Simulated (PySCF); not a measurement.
CH$_{2}$Cl$_{2}$, SMILES `ClCCl`.

Level of theory: PBE0/def2-TZVP (PySCF), at a geometry from GFN2-xTB. No frequency check shows the geometry to be a minimum. GFN2-xTB bond lengths at metals and heavier atoms can be off by up to 0.1 Å and shapes distorted, which carries into these values.

The calculation's input:

```python
import numpy as np
from pyscf import gto, scf, dft
from pyscf.scf import atom_ks, atom_hf
from scipy.linalg import block_diag

def solve(mol, dm0=None, hcore=None):
    mf = (dft.UKS if mol.spin else dft.RKS)(mol, xc='pbe0')
    mf.grids.level = 3
    mf = mf.density_fit(auxbasis='def2-universal-jkfit')
    mf.conv_tol, mf.max_cycle = 1e-8, 80
    if hcore is not None:
        mf.get_hcore = lambda *args: hcore
    mf.kernel(dm0)
    if not mf.converged:
        mf = mf.newton().run(mf.mo_coeff, mf.mo_occ, max_cycle=30)
    assert mf.converged, 'SCF not converged'
    return mf

mol = gto.M(atom='''
Cl     1.46189    -0.21955     0.00000
C     -0.00002     0.78103     0.00001
Cl    -1.46188    -0.21955     0.00000
H      0.00004     1.38926     0.90301
H     -0.00004     1.38925    -0.90304
''', basis='def2-tzvp', charge=0, spin=0, verbose=4)
mf = solve(mol)
out = dict(e0=mf.e_tot, dm0=mf.make_rdm1(), c=mf.mo_coeff, occ=mf.mo_occ, eps=mf.mo_energy)
for name, dq, spin in [('cation', 1, 1)]:
    ion = mol.copy().set(charge=mol.charge + dq, spin=spin).build()
    mi = solve(ion)
    if spin and dq > 0 and mol.nao < 130:
        c, _, stable, _ = mi.stability(return_status=True)
        if not stable:
            mi = solve(ion, mi.make_rdm1(c, mi.mo_occ))
    print(name, 'vertical energy change / eV', (mi.e_tot - mf.e_tot) * 27.211386)
    out.update({'e_' + name: mi.e_tot, 'dm_' + name: mi.make_rdm1(), 's2_' + name: mi.spin_square()[0], 'eps_' + name: mi.mo_energy, 'occ_' + name: mi.mo_occ})
# spherically averaged free atoms, for the promolecule
atm = atom_ks.get_atm_nrks(mol, xc='pbe0')
pro = block_diag(*[(atm[a[0]][2] * atm[a[0]][3]) @ atm[a[0]][2].T for a in mol._atom])
np.savez('result.npz', pro=pro, **out)
```

Run with:

```sh
OMP_NUM_THREADS=1 python input.py
```

The run took 85 s on 1 thread of Intel(R) Xeon(R) Platinum 8259CL CPU @ 2.50GHz (Skylake/Cascade Lake) (shared host), peak memory 0.54 GiB.

Partitions, critical points and surface values were worked out afterwards from this run's density.

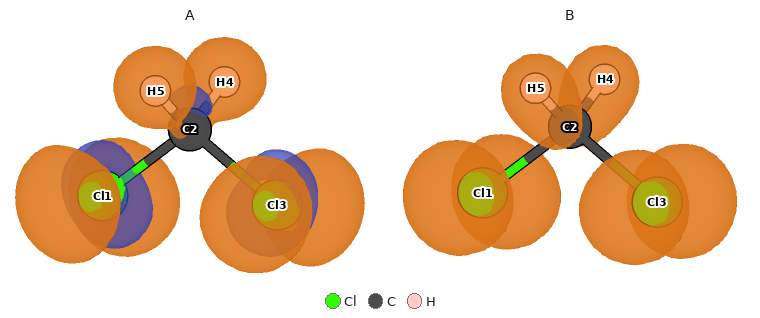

The Fukui function f⁻ from two separate SCF calculations and the density of the HOMO, at ±0.03 e/Å³ (orange positive, blue negative).

Q: Which panel is which, and how good is the frozen-orbital picture?

A: A is f⁻ (it has negative regions), B the HOMO density. The HOMO lies on Cl1 and Cl3 (40 % each), C2 (10 %) and H4 and H5 (5 % each); f⁻ (Hirshfeld-condensed) is largest on Cl1 and Cl3 (0.38 each); the vertical ionisation energy is 11.09 eV. Relaxation shifts 6 % of the electron between atoms. The orbital energy is −8.71 eV.
